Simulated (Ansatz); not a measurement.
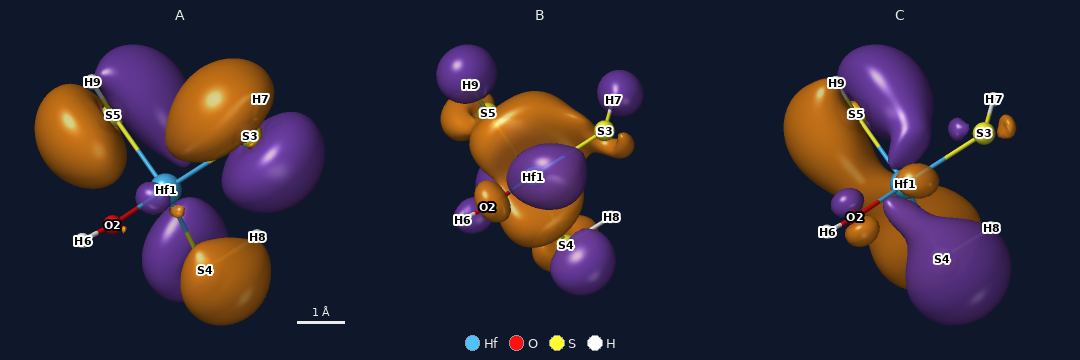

H$_{4}$HfOS$_{3}$. Three frontier orbitals at ±0.08 Å⁻³ᐟ² (orange and purple are the two phases), in no order.

Geometry: PBE0-D4/def2-SVP; core potentials replace the inner electrons of Hf.

Theory: Ansatz 0.2.0, isolated molecule in a Gaussian basis; Kohn-Sham density functional theory, functional PBE0.

The calculation's input:

```
crystal:
  periodic: [false, false, false]
  atoms:
    - {symbol: Hf, position_ang: [-0.285842, 0.057710, -0.193758]}
    - {symbol: O, position_ang: [-1.174847, 1.630787, -0.768445]}
    - {symbol: S, position_ang: [-0.169467, 0.069918, 2.251831]}
    - {symbol: S, position_ang: [-1.453315, -1.921121, -1.017163]}
    - {symbol: S, position_ang: [1.999307, -0.111457, -1.053339]}
    - {symbol: H, position_ang: [-1.544609, 2.440478, -1.118465]}
    - {symbol: H, position_ang: [0.893606, -0.770728, 2.236806]}
    - {symbol: H, position_ang: [-1.014799, -2.673485, 0.020830]}
    - {symbol: H, position_ang: [2.335133, 1.112889, -0.577241]}
basis:
  gaussian:
    orbitals: def2-TZVPD
hamiltonian:
  xc: pbe0
output:
  forces: true
  orbitals: {seedname: orbitals}
```

Run with:

```sh
ansatz run input.yaml --threads 2 --pin off --max-ram 5220MiB --events-out events.jsonl --progress --plain --runs-dir runs
```

### Which picture is the HOMO−1, the HOMO and the LUMO?

C is the HOMO−1 (−7.86 eV). By Hirshfeld shares it lies mainly on S4 (about 45 %), S5 (about 35 %) and Hf1 (about 15 %); largely a combination of lone pairs on S4 and S5. A is the HOMO (−7.52 eV). It lies mainly on S3 (about 40 %), S5 (about 30 %), S4 (about 15 %) and Hf1 (about 10 %); largely a combination of lone pairs on S3, S5 and S4. B is the LUMO (−1.55 eV). Its weight (Hirshfeld) is mainly on Hf1 (about 60 %), S5 (about 10 %) and S4 (about 10 %).

### What is the HOMO–LUMO gap?

5.97 eV between the orbital energies.
